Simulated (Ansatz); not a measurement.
**Single-point calculation, with input and output: CH$_{4}$O$_{3}$W**

The run: single-point calculation of CH$_{4}$O$_{3}$W. Method and program: RKS r2SCANh-d4/def2-TZVPP (Ansatz 0.2.0).

Some settings of this run were made unusual or wrong on purpose. The geometry comes from this level: PBE0-D4/def2-TZVP.

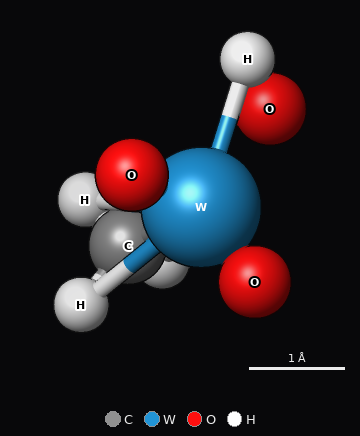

**Figure 1.** The structure (ball-and-stick view, seen at a tilt). Sticks mark near contacts. Bond lengths as drawn: C–H 0.68 to 0.83 Å, C–W 1.41 Å, H–O 0.62 Å, H–W 1.64 to 1.84 Å and O–W 0.99 to 1.09 Å.

## Input
```yaml
crystal:
  periodic: [false, false, false]
  atoms:
    - {symbol: C, position_ang: [-0.646059, -0.504329, -0.328051]}
    - {symbol: W, position_ang: [0.544011, 0.125151, 0.091304]}
    - {symbol: O, position_ang: [0.862633, -0.453375, 0.958483]}
    - {symbol: O, position_ang: [1.103479, 0.146088, -0.721342]}
    - {symbol: O, position_ang: [0.182821, 1.350656, 0.478844]}
    - {symbol: H, position_ang: [-0.448197, -1.284432, -0.539592]}
    - {symbol: H, position_ang: [-1.151155, -0.569991, 0.160605]}
    - {symbol: H, position_ang: [-0.970269, -0.177246, -0.824438]}
    - {symbol: H, position_ang: [0.195051, 1.376945, 1.099657]}
basis:
  gaussian: {orbitals: def2-TZVPP, fitting: {mean_field: def2-universal-jkfit}}
hamiltonian: {xc: {name: r2SCANh}, dispersion: d4}
```

Hardware: 4 threads of Arm Neoverse V2, 23 GiB of memory available, shared host.

Launch command:
```bash
ansatz run in.yaml --threads 4 --pin off --events-out ev --progress --plain --max-ram 10444MiB
```

## What the program printed
```
Functional definition: r2SCANh
  name "r2SCANh"
  cite "Bursch, Neugebauer, Ehlert & Grimme, J. Chem. Phys. 156, 134105 (2022) doi:10.1063/5.0086040"
  cite "Furness, Kaplan, Ning, Perdew & Sun, J. Phys. Chem. Lett. 11, 8208 (2020) doi:10.1021/acs.jpclett.0c02405"
  cite "Furness, Kaplan, Ning, Perdew & Sun, J. Phys. Chem. Lett. 11, 9248 (2020) doi:10.1021/acs.jpclett.0c03077"
  parent r2scan
  parameter a = 0.1
  parameter k0 = 0.174
  parameter k1 = 0.065
  parameter a1 = 4.9479
  exchange = (1 - a)*r2scan_x(k0 = k0, k1 = k1, a1 = a1) + a*exact_x
  correlation = r2scan_c
605 factors; integrals over basis functions are off by at most 8.7e-1 eV
mean field evaluation 1: about -8876.2128 eV, gradient 1.6e2 eV
mean field evaluation 2: about -8695.8278 eV, gradient 3.0e2 eV
mean field evaluation 4: about -8914.3945 eV, gradient 2.0e1 eV
mean field evaluation 8: about -8915.1794 eV, gradient 4.9e-1 eV
mean field evaluation 16: about -8915.1712 eV, gradient 2.9e-4 eV
mean field -8915.17122553 eV, -327.6264996181 hartree, gradient 3.5e-5 eV, S^2 0.000000; 0 other end points of the search recorded, 0 dependent functions left out
reference -8915.17124230 eV, -327.6265002343 hartree; 24, 24 occupied and 212, 212 virtual orbitals, 605 factors
Total energy: -8915.24171073 eV, -327.6290899014 hartree
```

## Outcome

```json
{"quantity": "outcome", "value": "converged"}
{"quantity": "total energy", "value": "−8915.2417 eV"}
{"quantity": "mean-field energy", "value": "−8915.1712 eV"}
{"quantity": "dispersion energy", "value": "−0.0705 eV"}
{"quantity": "SCF solution under orbital rotations", "value": "stable"}
{"quantity": "wall time", "value": "4 s (CPU time 15 s)"}
{"quantity": "peak memory", "value": "0.47 GiB"}
```

## What went wrong

A setting was made wrong on purpose: squeeze. The run converged all the same; its numbers are those of the faulty input and shouldn't be used.
